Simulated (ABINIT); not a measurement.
# AlN (P6_3mc): G0W0 with ABINIT, start to end, part 3 of 3

How does a plane-wave GW calculation on AlN (P6_3mc) run from the first input to the gap?

ABINIT 10.8.3; PBE and many-body steps on it, plane waves. Known limits of the many-body steps: not at the basis limit; coarse k mesh.

So far. Step 4 (Empty states on the mesh, 3×3×4 mesh, 83 bands): On this mesh the gap is 4.220 eV. Step 5 (Screening, 3×3×4 mesh, 75 bands, screening to 136.1 eV): Local fields lower ε∞ by 9 %. On a Γ-centred mesh this coarse the value itself is usually too large, while a short band sum pulls it down.

The database entry behind the starting cell differs from later determinations by our own check (inner coordinate u about 0.002 short), so it need not match the best structure at ambient conditions.

## Step 6: Self-energy, 3×3×4 mesh, 75 bands, screening to 136.1 eV

The self-energy is evaluated for the states that the input lists, and the levels follow from it, in one-shot runs by the linearised quasiparticle equation.

This step: G0W0 on PBE, plane waves, norm-conserving pseudopotentials.

Contents of run.abi:

```
acell 3*1.0 Angstrom
rprim 
  3.113000000011 -0.000000000003 0.000000000000
  -1.556500000003 2.695937081992 0.000000000000
  0.000000000000 0.000000000000 4.981000000000
ntypat 2
znucl 13 7
natom 4
typat 1 1 2 2
xred 
  0.333333333333 0.666666666667 0.000000000000
  0.666666666667 0.333333333333 0.500000000000
  0.333333333333 0.666666666667 0.380000000000
  0.666666666667 0.333333333333 0.880000000000
pp_dirpath "pseudos"
pseudos "Al.upf, N.upf"
ecut 36
ngkpt 3 3 4
nshiftk 1
shiftk 0 0 0
kptopt 1
chksymbreak 0
istwfk *1
occopt 1
irdwfk 1
optdriver 4
nband 75
gwcalctyp 0
ecutsigx 36
symsigma 1
nkptgw 1
kptgw 
  0.0000000000 0.0000000000 0.0000000000
bdgw 
  6 10
ecuteps 5
irdscr 1
ppmodel 1
indata_prefix "in"
outdata_prefix "out"
tmpdata_prefix "tmp"
```

Launch:

```console
OMP_NUM_THREADS=1 mpirun -n 8 abinit run.abi > log
```

Numbers of over 12 decimals in the logs are rounded to 6 here.

Output:

```text
.Version 10.8.3 of ABINIT. v10.8.2 released Aug 2026.

 Symmetries : space group P6_3 m c (#186); Bravais hP (primitive hexag.)
[... echo of the input left out ...]
== DATASET  1 ==================================================================
-   mpi_nproc: 8, omp_nthreads: 1 (-1 if OMP is not activated)

--- !DatasetInfo
iteration_state: {dtset: 1, }
dimensions: {natom: 4, nkpt: 9, mband: 75, nsppol: 1, nspinor: 1, nspden: 1, mpw: 2934, }
cutoff_energies: {ecut:  36.0, pawecutdg:  -1.0, }
electrons: {nelect:   1.60000000E+01, charge:   0.00000000E+00, occopt:   1.00000000E+00, tsmear:   1.00000000E-02, }

 SIGMA: Calculation of the GW corrections

 Based on a program developped by R.W. Godby, V. Olevano, G. Onida, and L. Reining.
 Incorporated in ABINIT by V. Olevano, G.-M. Rignanese, and M. Torrent.
.Using double precision arithmetic ; gwpc =  8

[... cell and pseudopotentials left out ...]
--------------------------------------------------------------------------------

 ==== K-mesh for the wavefunctions ====
 Number of points in the irreducible wedge :     9
[... list of points left out ...]
 Together with 12 symmetry operations and time-reversal symmetry
 yields    36 points in the full Brillouin Zone.

 ==== Q-mesh for screening function ====
 Number of points in the irreducible wedge :     9
[... list of points left out ...]
 Together with 12 symmetry operations and time-reversal symmetry
 yields    36 points in the full Brillouin Zone.

 vcoul_init : cutoff-mode = AUXILIARY_FUNCTION
 q-points for optical limit:   1
     1)      0.000010    0.000020    0.000030
 setmesh: FFT mesh size selected  =    27x   27x   54
          total number of points  =        39366

 Number of electrons calculated from density =   16.0000; Expected =   16.0000
 average of density, n =  0.056718
 r_s =    1.6146
 omega_plasma =   22.9728 [eV]

 === KS Band Gaps ===
  >>>> For spin  1
   Minimum direct gap =   4.2205 [eV], located at k-point      :   0.0000  0.0000  0.0000
   Fundamental gap    =   4.2205 [eV], Top of valence bands at :   0.0000  0.0000  0.0000
                                       Bottom of conduction at :   0.0000  0.0000  0.0000
 SIGMA fundamental parameters:
 PLASMON POLE MODEL  1
 number of plane-waves for SigmaX                 2863
 number of plane-waves for SigmaC and W            135
 number of plane-waves for wavefunctions          2863
 number of bands                                    75
 number of independent spin polarizations            1
 number of spinorial components                      1
 number of k-points in IBZ                           9
 number of q-points in IBZ                           9
 number of symmetry operations                      12
 number of k-points in BZ                           36
 number of q-points in BZ                           36
 number of frequencies for dSigma/dE                 9
 frequency step for dSigma/dE [eV]                0.25
 number of omega for Sigma on real axis              0
 max omega for Sigma on real axis  [eV]           0.00
 zcut for avoiding poles [eV]                     0.10

 EPSILON^-1 parameters (SCR file):
 dimension of the eps^-1 matrix on file            135
 dimension of the eps^-1 matrix used               135
 number of plane-waves for wavefunctions          2863
 number of bands                                    75
 number of q-points in IBZ                           9
 number of frequencies                               2
 number of real frequencies                          1
 number of imag frequencies                          1

 matrix elements of self-energy operator (all in [eV])

 Perturbative Calculation

--- !SelfEnergy_ee
iteration_state: {dtset: 1, }
kpoint     : [   0.000,    0.000,    0.000, ]
spin       : 1
KS_gap     :    4.220
QP_gap     :    5.364
Delta_QP_KS:    1.143
data: !SigmaeeData |
     Band     E0 <VxcDFT>   SigX SigC(E0)      Z dSigC/dE  Sig(E)    E-E0       E
        6   5.135 -16.993 -20.718   3.352   0.795  -0.258 -17.289  -0.296   4.838
        7   5.135 -16.993 -20.718   3.352   0.795  -0.258 -17.289  -0.296   4.838
        8   5.314 -17.085 -20.310   3.003   0.800  -0.250 -17.263  -0.178   5.137
        9   9.535 -12.505  -7.906  -3.431   0.826  -0.211 -11.540   0.965  10.500
       10  11.990 -10.792  -5.550  -4.041   0.832  -0.202  -9.793   0.999  12.989

== END DATASET(S) ==============================================================
================================================================================

 -outvars: echo values of variables after computation  --------
           etotal      0.0000000000E+00
            nband          75
             nkpt           9
          spgroup         186
 [... the other variables as echoed above ...]

 Calculation completed.
```

Run time: 2 s. Hardware: 8 MPI ranks of AMD EPYC 9R45, shared host; peak memory 0.11 GiB.

Numbers from this step:

| Item | Value |
| --- | --- |
| G0W0 gap on the points computed | 5.363 eV |
| starting gap on the mesh | 4.220 eV |
| k of the valence top | 0, 0, 0 |
| k of the conduction bottom | 0, 0, 0 |
| Z at the valence top | 0.8 |
| Z at the conduction bottom | 0.826 |
| least direct G0W0 gap on the computed points | 5.363 eV |

The gap on the mesh goes from 4.22 eV to 5.36 eV, a correction of +1.14 eV.

Limits: finite bands, cutoff and mesh; coarse k mesh. v1 is the top filled band, c1 the lowest empty one. Levels before and after the correction, in eV, zero at the valence-band top of each column:

```
           conduction bottom  valence top
Kohn-Sham               4.22         0.00
     G0W0               5.36         0.00
```

```
             level  energy (eV)
Kohn-Sham  Γ v3-v2       -0.180
Kohn-Sham     Γ v1        0.000
Kohn-Sham     Γ c1        4.221
Kohn-Sham     Γ c2        6.676
     G0W0  Γ v3-v2       -0.299
     G0W0     Γ v1        0.000
     G0W0     Γ c1        5.363
     G0W0     Γ c2        7.852
```

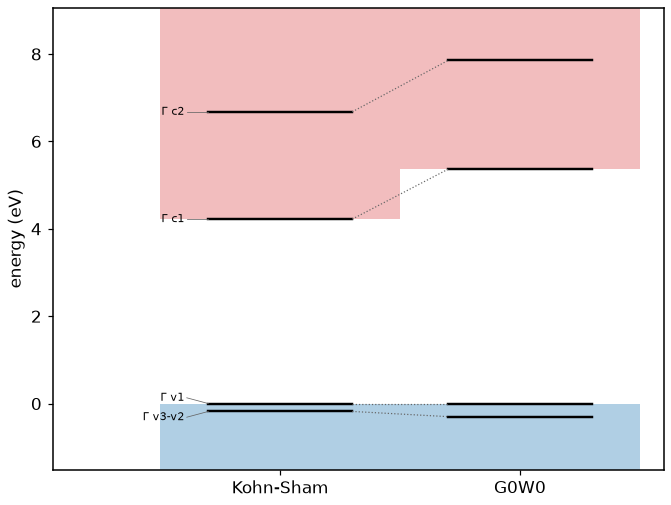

Levels before and after the correction. Shaded: valence and conduction bands.

## Step 7: Where the time went

Times are wall times on 8 MPI ranks of AMD EPYC 9R45, shared host, good to a factor of about two.

```
                          step   time  share  memory (GiB)
                  ground state  3.5 s   12 %          0.61
bands along the symmetry lines  4.8 s   17 %          0.58
      empty states on the mesh   15 s   53 %           4.1
                     screening  3.2 s   11 %          0.96
                   self-energy    2 s    7 %          0.11
```

## Step 8: Summary of results

| Item | Value |
| --- | --- |
| PBE gap | 4.22 eV, direct |
| G0W0 gap on the mesh | 5.36 eV |
| GW settings | 3×3×4 mesh, 75 bands, screening to 136.1 eV, Godby-Needs plasmon pole |
| known limits | not at the basis limit; coarse k mesh |

**Reading.** G0W0 moves the gap on the mesh from 4.22 eV to 5.36 eV (+1.14 eV), with Z of 0.80 and 0.83 at the edges. Local fields lower the RPA ε∞ on this mesh from 5.36 to 4.90; a Γ-centred mesh this coarse tends to raise both, most where the direct gap is narrow, while a short band sum lowers them. Only 1 of the mesh's irreducible points was corrected, so a valley elsewhere could overtake. The dearest step here is «empty states on the mesh». Bands and cutoff are finite, so the gap is not at the basis limit. The miss can reach some tenths of an eV and take either sign; the mesh is an error of its own. In the G0W0 run levels were corrected at 1 k point alone, so a gap called «on the mesh» is the least over those, and an edge elsewhere would be missed. The 3×3×4 mesh is coarse for this cell, which bears on the long-range parts of exchange and screening.

[Paths, hosts, dates, memory and timing lines, banners, echoed tables and standing remarks are left out of the program output.]

[Logs are printed without paths, hosts, clocks, repeated set-up lines and the standing remarks that a program may print on its own settings, such as how far it seeks lower states.]

[Runs of the session that timed out or met a known fault of the program may be left out.]

[Hosts, paths, dates, database ids (printed as entryN), source tags and the programs' standing remarks are cut or masked in the printed files.]

[G0W0 gaps are taken among the corrected bands and points alone; a level outside them can change the order at an edge.]

[Where Ansatz stands beside ABINIT at settings called matched, ABINIT's density can come from a denser mesh and the files from another edition; pairs whose starting gaps differed by over 0.03 eV were left out, so agreement reads better than it is.]
